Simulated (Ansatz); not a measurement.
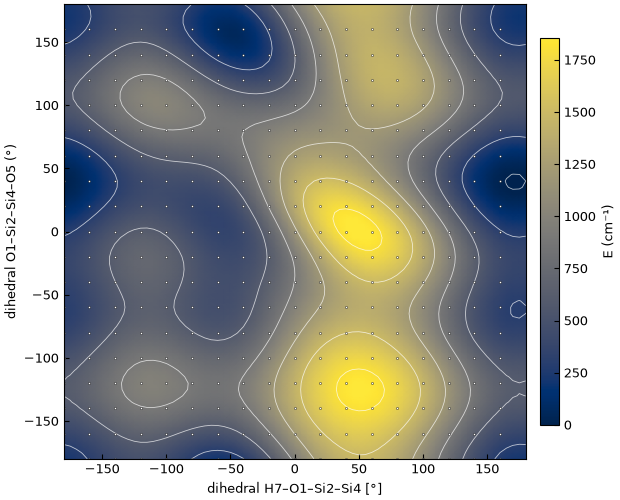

F2H4O2Si2, SMILES O[SiH](F)[SiH](O)F. First axis: dihedral H7–O1–Si2–Si4. Second axis: dihedral O1–Si2–Si4–O5. Nothing is relaxed (all other coordinates rigid). The grid has 18 × 18 points. Points are written as (first, second). Energies: cm⁻¹, counted from the lowest grid point. Theory: RHF/def2-SVP in Ansatz 0.2.0.

Drawn: a smooth colour map with a few white contour lines, dots at the grid points. Between grid points the surface is interpolated.

The lowest grid point is at (−180°, 40°). There are further wells near (−60°, 160°) (87 cm⁻¹ above the lowest at that grid point); (−180°, 160°) (220 cm⁻¹ above the lowest at that grid point); (−180°, −60°) (298 cm⁻¹ above the lowest at that grid point). The highest grid point, (40°, 0°), lies 1853 cm⁻¹ above the lowest. On the interpolated surface the easiest way out of the lowest well to the well at about (175°, −60°) passes a barrier of about 380 cm⁻¹, counted from the interpolated bottom of the well. Round the minimum the two coordinates are nearly uncoupled.

The level of theory is changed to RKS r2SCAN-D4/def2-SVP in Ansatz 0.2.0; with it change the reference geometry, relaxed at the new level; the new grid has 9 × 9 points, laid about the new relaxed structure.

**How does the landscape change?**

The minimum (interpolated where it lies between grid points) moves from about (170°, 40°) to about (165°, 30°). The span from the lowest to the highest grid point grows from 1853 to 2357 cm⁻¹.

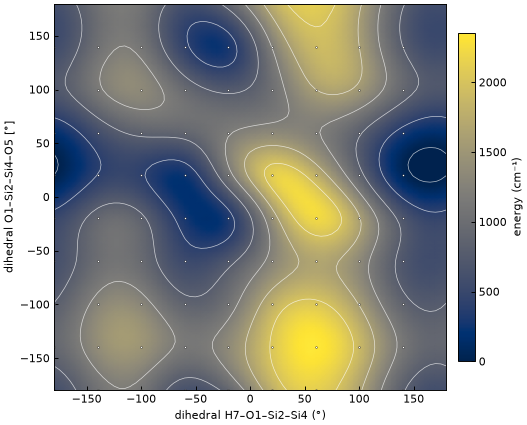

The map after the change, on a colour scale of its own. The picture shows a smooth colour map with a few white contour lines, dots at the grid points. Between grid points the surface is interpolated.
